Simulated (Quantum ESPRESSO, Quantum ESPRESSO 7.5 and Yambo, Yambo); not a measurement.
**A GW chain in Yambo: LiCl (Fm-3m)**

How does a plane-wave GW calculation on LiCl (Fm-3m) run from the first input to the gap?

Main program and level: Quantum ESPRESSO 7.5 and Yambo 5.3.0; PBE and many-body steps on it, plane waves.

### Step 1. Starting point

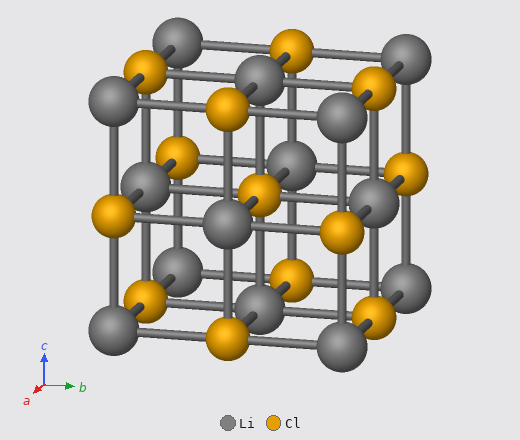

The starting structure, seen slightly off an axis (lithium grey, chlorine orange). This picture shows the conventional cell, with its axes. Some periodic images of atoms are drawn too.

The cell and positions come from the Crystallography Open Database and are kept as given unless a step says otherwise.

### Step 2. Ground state

This step: Quantum ESPRESSO 7.5; DFT, PBE, plane waves, norm-conserving pseudopotentials.

The ground-state density comes first.

File pw.in:

```
&control
  calculation = 'scf'
  prefix = 'x'
  outdir = 'o'
  pseudo_dir = 'pseudo'
/
&system
  ibrav = 0
  nat = 2
  ntyp = 2
  ecutwfc = 66.0
  nbnd = 10
  force_symmorphic = .true.
/
&electrons
  conv_thr = 1e-10
  electron_maxstep = 80
  mixing_beta = 0.5
/
ATOMIC_SPECIES
  Li 6.94 Li.upf
  Cl 35.45 Cl.upf
CELL_PARAMETERS angstrom
  0.0000000000 2.5715000000 2.5715000000
  2.5715000000 0.0000000000 2.5715000000
  2.5715000000 2.5715000000 -0.0000000000
ATOMIC_POSITIONS crystal
  Li 0.0000000000 0.0000000000 0.0000000000
  Cl 0.5000000000 0.5000000000 0.5000000000
K_POINTS automatic
  8 8 8 0 0 0
```

The run is started by

```console
$ OMP_NUM_THREADS=1 mpirun -n 4 pw.x -nk 4 -in pw.in > pw.out
```

Output:

```text
Program PWSCF v.7.5 starts

     This program is part of the open-source Quantum ESPRESSO suite
     for quantum simulation of materials; please cite
         "P. Giannozzi et al., J. Phys.:Condens. Matter 21 395502 (2009);
         "P. Giannozzi et al., J. Phys.:Condens. Matter 29 465901 (2017);
         "P. Giannozzi et al., J. Chem. Phys. 152 154105 (2020);
     in publications or presentations arising from this work. More details at
     Message from routine setup:
     using ibrav=0 with symmetry is DISCOURAGED, use correct ibrav instead

     G-vector sticks info

     bravais-lattice index     =            0
     lattice parameter (alat)  =       6.8723  a.u.
     unit-cell volume          =     229.5018 (a.u.)^3
     number of atoms/cell      =            2
     number of atomic types    =            2
     number of electrons       =        10.00
     number of Kohn-Sham states=           10
     kinetic-energy cutoff     =      66.0000  Ry
     charge density cutoff     =     264.0000  Ry
     scf convergence threshold =      1.0E-10
     mixing beta               =       0.5000
     number of iterations used =            8  plain     mixing
     Exchange-correlation= PBE
                           (   1   4   3   4   0   0   0)

     celldm(1)=   6.872273  celldm(2)=   0.000000  celldm(3)=   0.000000
     celldm(4)=   0.000000  celldm(5)=   0.000000  celldm(6)=   0.000000

     crystal axes: (cart. coord. in units of alat)
               a(1) = (   0.000000   0.707107   0.707107 )
               a(2) = (   0.707107   0.000000   0.707107 )
               a(3) = (   0.707107   0.707107  -0.000000 )

     reciprocal axes: (cart. coord. in units 2 pi/alat)
               b(1) = ( -0.707107  0.707107  0.707107 )
               b(2) = (  0.707107 -0.707107  0.707107 )
               b(3) = (  0.707107  0.707107 -0.707107 )
     Pseudo is Norm-conserving, Zval =  3.0
     Generated using ONCVPSP code by D. R. Hamann
     Using radial grid of 1944 points,  4 beta functions with:
     Pseudo is Norm-conserving + core correction, Zval =  7.0
     Generated using ONCVPSP code by D. R. Hamann
     Using radial grid of 1028 points,  6 beta functions with:
     Li                3.00     6.94000     Li( 1.00)
     Cl                7.00    35.45000     Cl( 1.00)

     48 Sym. Ops., with inversion, found

   Cartesian axes

     site n.     atom                  positions (alat units)
         1        Li     tau(   1) = (   0.0000000   0.0000000   0.0000000  )
         2        Cl     tau(   2) = (   0.7071068   0.7071068   0.7071068  )

     number of k points=    29
                       cart. coord. in units 2pi/alat
        k(    1) = (   0.0000000   0.0000000   0.0000000), wk =   0.0039062
        k(    2) = (   0.0883883   0.0883883  -0.0883883), wk =   0.0312500
        k(    3) = (   0.1767767   0.1767767  -0.1767767), wk =   0.0312500
        k(    4) = (   0.2651650   0.2651650  -0.2651650), wk =   0.0312500
        k(    5) = (  -0.3535534  -0.3535534   0.3535534), wk =   0.0156250
        k(    6) = (   0.1767767   0.0000000   0.0000000), wk =   0.0234375
        k(    7) = (   0.2651650   0.0883883  -0.0883883), wk =   0.0937500
        k(    8) = (   0.3535534   0.1767767  -0.1767767), wk =   0.0937500
        k(    9) = (  -0.2651650  -0.4419417   0.4419417), wk =   0.0937500
        k(   10) = (  -0.1767767  -0.3535534   0.3535534), wk =   0.0937500
     [... 17 further rows ...]
        k(   28) = (  -0.7071068   0.1767767  -0.0000000), wk =   0.0468750
        k(   29) = (  -0.7071068   0.3535534   0.0000000), wk =   0.0234375

     Dense  grid:    16529 G-vectors     FFT dimensions: (  36,  36,  36)

     Initial potential from superposition of free atoms

     starting charge       9.9954, renormalised to      10.0000
     Starting wfcs are    6 randomized atomic wfcs +    4 random wfcs

     per-process dynamical memory:    16.0 Mb

     Self-consistent Calculation

     iteration #  1     ecut=    66.00 Ry     beta= 0.50

     Threshold (ethr) on eigenvalues was too large:
     Diagonalizing with lowered threshold

     total energy              =     -47.46996383 Ry
     estimated scf accuracy    <       0.02116381 Ry

     iteration #  2     ecut=    66.00 Ry     beta= 0.50

     total energy              =     -47.47362258 Ry
     estimated scf accuracy    <       0.00112289 Ry

     iteration #  3     ecut=    66.00 Ry     beta= 0.50

     total energy              =     -47.47386907 Ry
     estimated scf accuracy    <       0.00025445 Ry

     iteration #  4     ecut=    66.00 Ry     beta= 0.50

     total energy              =     -47.47390076 Ry
     estimated scf accuracy    <       0.00000159 Ry

     iteration #  5     ecut=    66.00 Ry     beta= 0.50

     total energy              =     -47.47390177 Ry
     estimated scf accuracy    <       0.00000035 Ry

     iteration #  6     ecut=    66.00 Ry     beta= 0.50

     total energy              =     -47.47390186 Ry
     estimated scf accuracy    <          6.7E-09 Ry

     iteration #  7     ecut=    66.00 Ry     beta= 0.50

     total energy              =     -47.47390187 Ry
     estimated scf accuracy    <          6.7E-10 Ry

     iteration #  8     ecut=    66.00 Ry     beta= 0.50

     End of self-consistent calculation

          k = 0.0000 0.0000 0.0000 (  2085 PWs)   bands (ev):

   -41.8897 -11.7694   1.5999   1.5999   1.5999   7.8844  13.3924  13.3924
    13.3924  16.0905

          k = 0.0884 0.0884-0.0884 (  2073 PWs)   bands (ev):

   -41.8891 -11.6953   1.0798   1.5595   1.5595   8.3460  12.6536  13.3114
    13.3115  14.5384

          k = 0.1768 0.1768-0.1768 (  2067 PWs)   bands (ev):

   -41.8881 -11.5066   0.0384   1.4672   1.4672   8.7849  12.2063  12.2063
    12.4956  15.3333

          k = 0.2652 0.2652-0.2652 (  2072 PWs)   bands (ev):

     [... further k-points ...]

     highest occupied, lowest unoccupied level (ev):     1.5999    7.8844

!    total energy              =     -47.47390187 Ry
     estimated scf accuracy    <          3.0E-11 Ry

     The total energy is the sum of the following terms:
     one-electron contribution =     -10.62760269 Ry
     hartree contribution      =       7.64874199 Ry
     xc contribution           =     -12.42433177 Ry
     ewald contribution        =     -32.07070939 Ry

     convergence has been achieved in   8 iterations

     XML data file, charge density, pseudopotentials, collected wavefunctions

=------------------------------------------------------------------------------=
   JOB DONE.
=------------------------------------------------------------------------------=
```

The job ended after 3.4 s (4 MPI ranks of Arm Neoverse V1, shared host; peak memory 0.2 GiB; 13 s of CPU time).

Numbers from this step:

| Quantity | Value |
| --- | --- |
| total energy | -645.9153 eV |
| gap | 6.285 eV |
| k of the valence top | 0, 0, 0 |
| k of the conduction bottom | 0, 0, 0 |
| least direct gap | 6.285 eV |

The gap is direct, at Γ.

### Step 3. Bands along the symmetry lines

The cheap functional maps the bands first; the places of the edges decide which points the dearer methods must see.

File pw.in:

```
&control
  calculation = 'bands'
  prefix = 'x'
  outdir = 'o'
  pseudo_dir = 'pseudo'
/
&system
  ibrav = 0
  nat = 2
  ntyp = 2
  ecutwfc = 66.0
  nbnd = 11
  force_symmorphic = .true.
/
&electrons
  conv_thr = 1e-9
  electron_maxstep = 80
  diago_full_acc = .true.
  diago_thr_init = 5e-6
/
ATOMIC_SPECIES
  Li 6.94 Li.upf
  Cl 35.45 Cl.upf
CELL_PARAMETERS angstrom
  0.0000000000 2.5715000000 2.5715000000
  2.5715000000 0.0000000000 2.5715000000
  2.5715000000 2.5715000000 -0.0000000000
ATOMIC_POSITIONS crystal
  Li 0.0000000000 0.0000000000 0.0000000000
  Cl 0.5000000000 0.5000000000 0.5000000000
K_POINTS crystal
  50
  0.00000000 0.00000000 0.00000000 1
  0.06250000 0.00000000 0.06250000 1
  0.12500000 0.00000000 0.12500000 1
  0.18750000 0.00000000 0.18750000 1
  0.25000000 0.00000000 0.25000000 1
  0.31250000 0.00000000 0.31250000 1
  0.37500000 0.00000000 0.37500000 1
  0.43750000 0.00000000 0.43750000 1
  0.50000000 0.00000000 0.50000000 1
  0.51562500 0.03125000 0.51562500 1
  0.53125000 0.06250000 0.53125000 1
  0.54687500 0.09375000 0.54687500 1
  0.56250000 0.12500000 0.56250000 1
  0.57812500 0.15625000 0.57812500 1
  0.59375000 0.18750000 0.59375000 1
  0.60937500 0.21875000 0.60937500 1
  0.62500000 0.25000000 0.62500000 1
  0.37500000 0.37500000 0.75000000 1
  0.32812500 0.32812500 0.65625000 1
  0.28125000 0.28125000 0.56250000 1
  0.23437500 0.23437500 0.46875000 1
  0.18750000 0.18750000 0.37500000 1
  0.14062500 0.14062500 0.28125000 1
  0.09375000 0.09375000 0.18750000 1
  0.04687500 0.04687500 0.09375000 1
  0.00000000 0.00000000 0.00000000 1
  0.06250000 0.06250000 0.06250000 1
  0.12500000 0.12500000 0.12500000 1
  0.18750000 0.18750000 0.18750000 1
  0.25000000 0.25000000 0.25000000 1
  0.31250000 0.31250000 0.31250000 1
  0.37500000 0.37500000 0.37500000 1
  0.43750000 0.43750000 0.43750000 1
  0.50000000 0.50000000 0.50000000 1
  0.50000000 0.46875000 0.53125000 1
  0.50000000 0.43750000 0.56250000 1
  0.50000000 0.40625000 0.59375000 1
  0.50000000 0.37500000 0.62500000 1
  0.50000000 0.34375000 0.65625000 1
  0.50000000 0.31250000 0.68750000 1
  0.50000000 0.28125000 0.71875000 1
  0.50000000 0.25000000 0.75000000 1
  0.50000000 0.21875000 0.71875000 1
  0.50000000 0.18750000 0.68750000 1
  0.50000000 0.15625000 0.65625000 1
  0.50000000 0.12500000 0.62500000 1
  0.50000000 0.09375000 0.59375000 1
  0.50000000 0.06250000 0.56250000 1
  0.50000000 0.03125000 0.53125000 1
  0.50000000 0.00000000 0.50000000 1
```

Output:

```text
[banner, memory and clock lines left out]
Program PWSCF v.7.5 starts

     Atomic positions and unit cell read from directory:
     o/x.save/

     Message from routine setup:
     using ibrav=0 with symmetry is DISCOURAGED, use correct ibrav instead

     G-vector sticks info

     bravais-lattice index     =            0
     lattice parameter (alat)  =       6.8723  a.u.
     unit-cell volume          =     229.5018 (a.u.)^3
     number of atoms/cell      =            2
     number of atomic types    =            2
     number of electrons       =        10.00
     number of Kohn-Sham states=           11
     kinetic-energy cutoff     =      66.0000  Ry
     charge density cutoff     =     264.0000  Ry
     Exchange-correlation= PBE
                           (   1   4   3   4   0   0   0)

     celldm(1)=   6.872273  celldm(2)=   0.000000  celldm(3)=   0.000000
     celldm(4)=   0.000000  celldm(5)=   0.000000  celldm(6)=   0.000000

     crystal axes: (cart. coord. in units of alat)
               a(1) = (   0.000000   0.707107   0.707107 )
               a(2) = (   0.707107   0.000000   0.707107 )
               a(3) = (   0.707107   0.707107  -0.000000 )

     reciprocal axes: (cart. coord. in units 2 pi/alat)
               b(1) = ( -0.707107  0.707107  0.707107 )
               b(2) = (  0.707107 -0.707107  0.707107 )
               b(3) = (  0.707107  0.707107 -0.707107 )
     Pseudo is Norm-conserving, Zval =  3.0
     Generated using ONCVPSP code by D. R. Hamann
     Using radial grid of 1944 points,  4 beta functions with:
     Pseudo is Norm-conserving + core correction, Zval =  7.0
     Generated using ONCVPSP code by D. R. Hamann
     Using radial grid of 1028 points,  6 beta functions with:
     Li                3.00     6.94000     Li( 1.00)
     Cl                7.00    35.45000     Cl( 1.00)

     48 Sym. Ops., with inversion, found

   Cartesian axes

     site n.     atom                  positions (alat units)
         1        Li     tau(   1) = (   0.0000000   0.0000000   0.0000000  )
         2        Cl     tau(   2) = (   0.7071068   0.7071068   0.7071068  )

     number of k points=    50
                       cart. coord. in units 2pi/alat
        k(    1) = (   0.0000000   0.0000000   0.0000000), wk =   0.0400000
        k(    2) = (   0.0000000   0.0883883   0.0000000), wk =   0.0400000
        k(    3) = (   0.0000000   0.1767767   0.0000000), wk =   0.0400000
[...]
[... 38 further rows ...]
        k(   49) = (   0.0441942   0.7071068   0.0000000), wk =   0.0400000
        k(   50) = (   0.0000000   0.7071068   0.0000000), wk =   0.0400000

     Dense  grid:    16529 G-vectors     FFT dimensions: (  36,  36,  36)

     The potential is recalculated from file :
     o/x.save/charge-density

     Starting wfcs are    6 randomized atomic wfcs +    5 random wfcs

     Band Structure Calculation

     End of band structure calculation

          k = 0.0000 0.0000 0.0000 (  2085 PWs)   bands (ev):

   -41.8897 -11.7693   1.5999   1.5999   1.5999   7.8845  13.3924  13.3924
    13.3924  15.9196  16.0923

          k = 0.0000 0.0884 0.0000 (  2089 PWs)   bands (ev):

   -41.8896 -11.7439   1.4742   1.5526   1.5526   8.0705  13.1024  13.4084
    13.4084  14.3759  15.9808

          k = 0.0000 0.1768 0.0000 (  2061 PWs)   bands (ev):

   -41.8889 -11.6697   1.1319   1.4209   1.4209   8.5896  12.4564  12.9953
    13.4905  13.4905  16.1616

          k =-0.0000 0.2652 0.0000 (  2061 PWs)   bands (ev):

[...]
k = 0.0000 0.4419-0.0000 (  2072 PWs)   bands (ev):

[...]
k =-0.0000 0.5303 0.0000 (  2072 PWs)   bands (ev):

[...]
k = 0.0000 0.6187-0.0000 (  2080 PWs)   bands (ev):

[...]
k = 0.4640 0.4640-0.0000 (  2081 PWs)   bands (ev):

[...]
k = 0.3315 0.3315-0.0000 (  2083 PWs)   bands (ev):

[...]
k = 0.3094 0.7071-0.0000 (  2100 PWs)   bands (ev):

[...]
k = 0.2210 0.7071-0.0000 (  2090 PWs)   bands (ev):

[...]
k = 0.1768 0.7071-0.0000 (  2082 PWs)   bands (ev):

[...]
k = 0.0442 0.7071 0.0000 (  2080 PWs)   bands (ev):

   -41.8861 -10.9731  -1.2403   0.4925   0.5169   9.4457   9.9017  13.9301
    15.4388  15.6899  18.3143

          k = 0.0000 0.7071 0.0000 (  2068 PWs)   bands (ev):

   -41.8860 -10.9728  -1.2536   0.5154   0.5154   9.4157   9.8579  13.9712
    15.6623  15.6623  18.1033

     XML data file, pseudopotentials, collected wavefunctions
```

The job ended after 2.8 s (4 MPI ranks; peak memory 0.18 GiB; 11 s of CPU time).

This step gave:

* gap: 6.282 eV
* k of the valence top: 0.0469, 0.0469, 0.0938
* k of the conduction bottom: 0, 0, 0
* least direct gap: 6.285 eV

The gap is 6.282 eV, −0.002 eV from the run before at this level.

Electronic bands along the path, in eV, zero at the top of the highest filled band; v1 is the highest filled band, c1 the lowest empty one:

```csv
point,v4,v3,v2,v1,c1,c2,c3,c4
Γ,-13.37,0.00,0.00,0.00,6.28,11.79,11.79,11.79
X,-12.57,-2.86,-1.09,-1.09,7.81,8.26,12.37,14.06
U,-12.60,-2.45,-1.76,-0.82,8.04,9.86,11.37,11.65
jump to K,-12.60,-2.45,-1.76,-0.82,8.04,9.86,11.37,11.65
Γ,-13.37,0.00,0.00,0.00,6.28,11.79,11.79,11.79
L,-12.81,-2.78,-0.25,-0.25,6.74,9.43,9.43,12.89
W,-12.58,-2.09,-2.09,-1.05,9.46,10.08,10.36,10.36
X,-12.57,-2.86,-1.09,-1.09,7.81,8.26,12.37,14.06
```

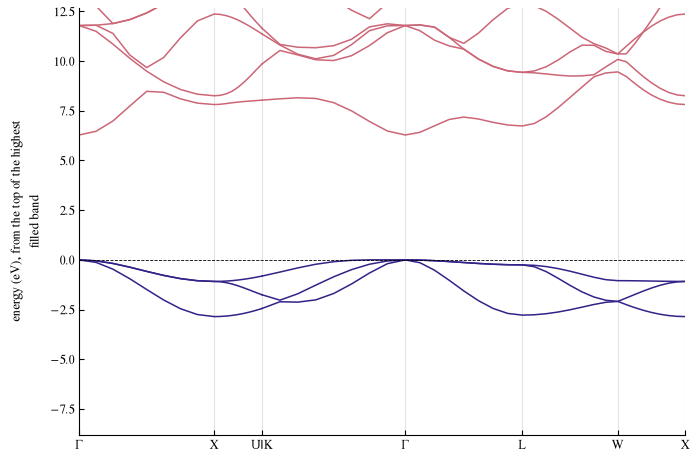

Electronic bands along the path; lines of filled and empty bands in two colours.

### Step 4. Empty states on the mesh, 6×6×6 mesh, 406 bands

The sums over transitions need many empty states on a uniform mesh; this step solves for them.

File pw.in:

```
&control
  calculation = 'nscf'
  prefix = 'x'
  outdir = 'o'
  pseudo_dir = 'pseudo'
/
&system
  ibrav = 0
  nat = 2
  ntyp = 2
  ecutwfc = 66.0
  nbnd = 406
  force_symmorphic = .true.
/
&electrons
  conv_thr = 1e-9
  electron_maxstep = 80
  diago_full_acc = .true.
  diago_thr_init = 5e-6
/
ATOMIC_SPECIES
  Li 6.94 Li.upf
  Cl 35.45 Cl.upf
CELL_PARAMETERS angstrom
  0.0000000000 2.5715000000 2.5715000000
  2.5715000000 0.0000000000 2.5715000000
  2.5715000000 2.5715000000 -0.0000000000
ATOMIC_POSITIONS crystal
  Li 0.0000000000 0.0000000000 0.0000000000
  Cl 0.5000000000 0.5000000000 0.5000000000
K_POINTS automatic
  6 6 6 0 0 0
```

Output:

```text
[banner, memory and clock lines left out]
Program PWSCF v.7.5 starts

     Atomic positions and unit cell read from directory:
     o/x.save/

     Message from routine setup:
     using ibrav=0 with symmetry is DISCOURAGED, use correct ibrav instead

     G-vector sticks info

     bravais-lattice index     =            0
     lattice parameter (alat)  =       6.8723  a.u.
     unit-cell volume          =     229.5018 (a.u.)^3
     number of atoms/cell      =            2
     number of atomic types    =            2
     number of electrons       =        10.00
     number of Kohn-Sham states=          406
     kinetic-energy cutoff     =      66.0000  Ry
     charge density cutoff     =     264.0000  Ry
     Exchange-correlation= PBE
                           (   1   4   3   4   0   0   0)

     celldm(1)=   6.872273  celldm(2)=   0.000000  celldm(3)=   0.000000
     celldm(4)=   0.000000  celldm(5)=   0.000000  celldm(6)=   0.000000

     crystal axes: (cart. coord. in units of alat)
               a(1) = (   0.000000   0.707107   0.707107 )
               a(2) = (   0.707107   0.000000   0.707107 )
               a(3) = (   0.707107   0.707107  -0.000000 )

     reciprocal axes: (cart. coord. in units 2 pi/alat)
               b(1) = ( -0.707107  0.707107  0.707107 )
               b(2) = (  0.707107 -0.707107  0.707107 )
               b(3) = (  0.707107  0.707107 -0.707107 )
     Pseudo is Norm-conserving, Zval =  3.0
     Generated using ONCVPSP code by D. R. Hamann
     Using radial grid of 1944 points,  4 beta functions with:
     Pseudo is Norm-conserving + core correction, Zval =  7.0
     Generated using ONCVPSP code by D. R. Hamann
     Using radial grid of 1028 points,  6 beta functions with:
     Li                3.00     6.94000     Li( 1.00)
     Cl                7.00    35.45000     Cl( 1.00)

     48 Sym. Ops., with inversion, found

   Cartesian axes

     site n.     atom                  positions (alat units)
         1        Li     tau(   1) = (   0.0000000   0.0000000   0.0000000  )
         2        Cl     tau(   2) = (   0.7071068   0.7071068   0.7071068  )

     number of k points=    16
                       cart. coord. in units 2pi/alat
        k(    1) = (   0.0000000   0.0000000   0.0000000), wk =   0.0092593
        k(    2) = (   0.1178511   0.1178511  -0.1178511), wk =   0.0740741
        k(    3) = (   0.2357023   0.2357023  -0.2357023), wk =   0.0740741
[...]
[... 4 further rows ...]
        k(   15) = (  -0.1178511  -0.3535534   0.5892557), wk =   0.2222222
        k(   16) = (  -0.7071068   0.2357023   0.0000000), wk =   0.1111111

     Dense  grid:    16529 G-vectors     FFT dimensions: (  36,  36,  36)

     The potential is recalculated from file :
     o/x.save/charge-density

     Starting wfcs are    6 randomized atomic wfcs +  400 random wfcs

     Band Structure Calculation

     End of band structure calculation

          k = 0.0000 0.0000 0.0000 (  2085 PWs)   bands (ev):

   -41.8897 -11.7693   1.5999   1.5999   1.5999   7.8845  13.3924  13.3924
    13.3924  15.9195  15.9195  16.0926  16.0926  16.0926  18.0983  28.3360
    31.3001  31.3001  31.3001  34.3096  34.3096  34.3096  35.5810  35.5810
[...]
[... 39 further rows ...]
[...]
289.7505 289.7505 289.7656 289.7656 289.9401 289.9401

          k = 0.1179 0.1179-0.1179 (  2070 PWs)   bands (ev):

[...]
[... 39 further rows ...]
[...]
293.5145 293.8652 297.2295 297.2295 297.5610 297.5610

          k = 0.2357 0.2357-0.2357 (  2090 PWs)   bands (ev):

[...]
87.2968  88.7795  89.3269  89.3269  92.7795  94.0223  94.9227  94.9227
     [... 39 further rows ...]
   288.8727 288.8727 289.4400 289.5585 289.6338 289.6338 289.7762 289.7762
   290.3494 292.0513 292.0513 293.6473 294.6138 295.5499

          k =-0.3536-0.3536 0.3536 (  2060 PWs)   bands (ev):

     [... further k-points ...]

     highest occupied, lowest unoccupied level (ev):     1.5999    7.8845

     XML data file, pseudopotentials, collected wavefunctions
```

The job ended after 63 s (4 MPI ranks; peak memory 0.55 GiB).

This step gave:

```yaml
gap: 6.285 eV
k_of_the_valence_top: 0, 0, 0
k_of_the_conduction_bottom: 0, 0, 0
least_direct_gap: 6.285 eV
k_points_computed: 16
lowest_point_of_the_top_converged_band_above_the_valence_top: 288.3402 eV
```

On this mesh the gap is 6.285 eV.

(Continued in part 2 of 2.)

[Paths, hosts, dates, memory and timing lines, banners, echoed tables and standing remarks are left out of the program output.]

[Logs are printed without paths, hosts, clocks, repeated set-up lines and the standing remarks that a program may print on its own settings, such as how far it seeks lower states.]

[Runs of the session that timed out or met a known fault of the program may be left out.]

[Hosts, paths, dates, database ids (printed as entryN), source tags and the programs' standing remarks are cut or masked in the printed files.]
